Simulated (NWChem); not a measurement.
# PH (SMILES [PH]): USVWN5/cc-pVTZ

What is the electronic atomisation energy of PH at USVWN5/cc-pVTZ? 

The calculation is run with NWChem 7.3.0.

19 further runs of the same task are left out: 19 set aside as unsound or not needed. Runs told in other sessions of the task aren't counted.

## Step 1: Starting point

PH has 2 atoms, charge 0, and is taken as a triplet. As SMILES, `[PH]`. The shape is that of a PBE0-D4/def2-TZVP optimisation.

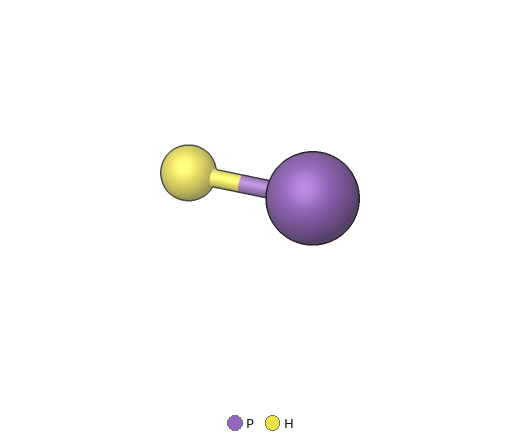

Viewed from a chosen angle; phosphorus purple, hydrogen yellow.

## Step 2: Energy and forces at USVWN5/cc-pVTZ

The input, run.py:

```python
from ase import Atoms
from ase.calculators.nwchem import NWChem

mol = Atoms('PH', positions=[
    [-0.000000, -0.000000, -0.014610],
    [0.000000, 0.000000, 1.413680],
])

calc = NWChem(
    label='geom',
    theory='dft',
    memory='2200 mb',
    basis='cc-pVTZ',
    basispar='spherical bse',
    dft={'xc': 'slater vwn_5', 'mult': '3', 'grid': 'xfine', 'convergence': 'energy 1e-08', 'iterations': '100', 'mulliken': None, 'print': 'low'},
)
mol.calc = calc

forces = mol.get_forces()
print(f"energy = {mol.get_potential_energy():.6f} eV")
print("forces (eV/A):")
for s, f in zip(mol.symbols, forces):
    print(f"{s:2s} {f[0]:10.5f} {f[1]:10.5f} {f[2]:10.5f}")
```

Run with:

```sh
$ export ASE_NWCHEM_COMMAND="nwchem PREFIX.nwi > PREFIX.nwo"
$ python run.py
```

What it wrote:

```text
energy = -9268.344766 eV
forces (eV/A):
P    -0.00000    0.00000   -0.32576
H     0.00000   -0.00000    0.32576
```

The calculator wrote geom.nwi:

```
title "geom"

permanent_dir geom

scratch_dir geom

start geom

geometry units angstrom nocenter noautosym noautoz
  P  -0.0000000000000000e+00 -0.0000000000000000e+00 -1.4610000000000000e-02
  H  0.0000000000000000e+00 0.0000000000000000e+00 1.4136800000000000e+00
end

memory 2200 mb

basis spherical bse noprint
   * library cc-pVTZ
end

dft
  xc slater vwn_5
  mult 3
  grid xfine
  convergence energy 1e-08
  iterations 100
  mulliken
  print low
end

task dft gradient
```

geom.nwo:

```text
Northwest Computational Chemistry Package (NWChem) 7.3.0
             --------------------------------------------------------

           Job information
           ---------------

    nwchem branch   = 7.3.0
    use scalapack   = T
    input           = geom.nwi
    prefix          = geom.
    data base       = geom/geom.db
    status          = startup
    nproc           =        1

           Memory information
           ------------------

    heap     =     72089596 doubles =      550.0 Mbytes
    stack    =     72089601 doubles =      550.0 Mbytes
    global   =    144179200 doubles =     1100.0 Mbytes (distinct from heap & stack)
    total    =    288358397 doubles =     2200.0 Mbytes
    verify   = yes
    hardfail = no

[... 33 lines left out ...]
            Nuclear Dipole moment (a.u.)
[... 53 lines left out ...]
   convergence    iter        energy       DeltaE   RMS-Dens  Diis-err    time
[... 14 lines left out ...]
         Total DFT energy =     -340.605390611541
      One electron energy =     -483.099644364063
           Coulomb energy =      159.159703380534
    Exchange-Corr. energy =      -22.222905561327
 Nuclear repulsion energy =        5.557455933316
[... 32 lines left out ...]
     ------------------------------------------
      Spin Density - Lowdin Population Analysis
     ------------------------------------------

    Atom       Charge   Shell Charges
 -----------   ------   -------------------------------------------------------
    1 P   15     1.95  -0.00 -0.00  0.00  0.01 -0.01  0.01  0.26  0.92  0.76  0.00  0.00 -0.00
    2 H    1     0.05  -0.01 -0.01 -0.01  0.00  0.06  0.01

     --------------------------
     Expectation value of S2:
     --------------------------
      <S2> =      2.0033 (Exact =     2.0000)

                         DFT ENERGY GRADIENTS

    atom               coordinates                        gradient
                 x          y          z           x          y          z
   1 P       0.000000   0.000000  -0.027609    0.000000  -0.000000   0.006335
   2 H       0.000000   0.000000   2.671468   -0.000000   0.000000  -0.006335

 Task  times  cpu:       18.5s     wall:       18.5s
 Total times  cpu:       18.6s     wall:       18.6s
```

Run time: 21 s. Hardware: 1 thread of Intel Xeon Platinum 8175M at 2.50GHz (Skylake/Cascade Lake), shared host; peak memory 0.12 GiB.

## Step 3: The H atom: the energy at USVWN5/cc-pVTZ

The input, geom.xyz:

```xyz
1
H energy
H      0.000000     0.000000     0.000000
```

The input, run.py:

```python
from ase.io import read
from ase.calculators.nwchem import NWChem

system = read('geom.xyz')

calc = NWChem(
    label='geom',
    theory='dft',
    memory='2200 mb',
    basis='cc-pVTZ',
    basispar='spherical bse',
    dft={'xc': 'slater vwn_5', 'mult': '2', 'grid': 'xfine', 'convergence': 'energy 1e-08', 'iterations': '100', 'mulliken': None},
    task='energy',
)
system.calc = calc

e = system.get_potential_energy()
print(f"E = {e:.6f} eV")
```

Run with:

```sh
$ export ASE_NWCHEM_COMMAND="nwchem PREFIX.nwi > PREFIX.nwo"
$ python run.py
```

What it wrote:

```text
E = -13.016499 eV
```

The calculator wrote geom.nwi:

```
title "geom"

permanent_dir geom

scratch_dir geom

start geom

geometry units angstrom nocenter noautosym noautoz
  H  0.0000000000000000e+00 0.0000000000000000e+00 0.0000000000000000e+00
end

memory 2200 mb

basis spherical bse noprint
   * library cc-pVTZ
end

dft
  xc slater vwn_5
  mult 2
  grid xfine
  convergence energy 1e-08
  iterations 100
  mulliken
end

task dft energy
```

geom.nwo:

```text
Northwest Computational Chemistry Package (NWChem) 7.3.0
             --------------------------------------------------------

           Job information
           ---------------

    nwchem branch   = 7.3.0
    use scalapack   = T
    input           = geom.nwi
    prefix          = geom.
    data base       = geom/geom.db
    status          = startup
    nproc           =        1

           Memory information
           ------------------

    heap     =     72089598 doubles =      550.0 Mbytes
    stack    =     72089595 doubles =      550.0 Mbytes
    global   =    144179200 doubles =     1100.0 Mbytes (distinct from heap & stack)
    total    =    288358393 doubles =     2200.0 Mbytes
    verify   = yes
    hardfail = no

[... 56 lines left out ...]
  convergence criterion.
[... 18 lines left out ...]
          Convergence on density requested:  1.00D-05
[... 19 lines left out ...]
          Convergence Information
[... 62 lines left out ...]
   convergence    iter        energy       DeltaE   RMS-Dens  Diis-err    time
[... 6 lines left out ...]
  Singularity in Pulay matrix. Error and Fock matrices removed.
  Singularity in Pulay matrix. Error and Fock matrices removed.
[... 3 lines left out ...]
         Total DFT energy =       -0.478347509255
[... 2 lines left out ...]
    Exchange-Corr. energy =       -0.279136028886
[... 115 lines left out ...]
                     DFT Final Beta Molecular Orbital Analysis
[... 131 lines left out ...]
     ------------------------------------------
      Spin Density - Lowdin Population Analysis
     ------------------------------------------

    Atom       Charge   Shell Charges
 -----------   ------   -------------------------------------------------------
    1 H    1     1.00   0.19  0.42  0.39  0.00  0.00  0.00

   alpha - beta orbital overlaps
   -----------------------------

   alpha      1      2      3      4      5      6      7      8      9     10
    beta      1      2      3      5      4      6     10      8      7     11
 overlap   0.975  0.974  0.859  0.992  0.867  0.999  0.621  0.703  0.658  0.827

   alpha     11     12     13     14
    beta      9     13     14     12
 overlap   0.714  0.849  0.650  0.787

     --------------------------
     Expectation value of S2:
     --------------------------
      <S2> =      0.7500 (Exact =     0.7500)

 Task  times  cpu:        0.3s     wall:        0.3s
 Total times  cpu:        0.4s     wall:        0.4s
```

Wall time 2 s (1 thread of Intel Xeon Platinum 8175M at 2.50GHz (Skylake/Cascade Lake), shared host); peak memory 0.1 GiB.

## Step 4: The P atom: the energy at USVWN5/cc-pVTZ

The input, mymol.nw:

```
start mymol
title "P SVWN5"
memory total 2200 mb
charge 0

geometry units au noautosym nocenter noautoz
  P      0.00000000     0.00000000     0.00000000
end

basis spherical bse
  * library cc-pVTZ
end

dft
  xc slater vwn_5
  mult 4
  grid xfine
  convergence energy 1e-08
  iterations 100
  mulliken
  print low
end

task dft energy
```

Run the same way, it converges to -339.99464 Eh (log not shown).

## Step 5: Outcome

At USVWN5/cc-pVTZ:

| quantity | value |
| --- | --- |
| molecule: total energy | -340.60539 Eh |
| molecule: ⟨S²⟩ | 2.003 |
| molecule: largest force on an atom | 0.326 eV/Å |
| H atom: total energy | -0.47835 Eh |
| H atom: HOMO energy (highest over α and β) | -7.28 eV |
| H atom: ⟨S²⟩ | 0.750 |
| P atom: total energy | -339.99464 Eh |
| P atom: ⟨S²⟩ | 3.750 |
| electronic atomisation energy | 3.603 eV |

Taking the molecule apart into free atoms costs 3.60 eV (83 kcal/mol), before zero-point energy and without spin-orbit coupling. The largest force (molecule) is 0.33 eV/Å: the shape isn't a stationary point for this species at this level.
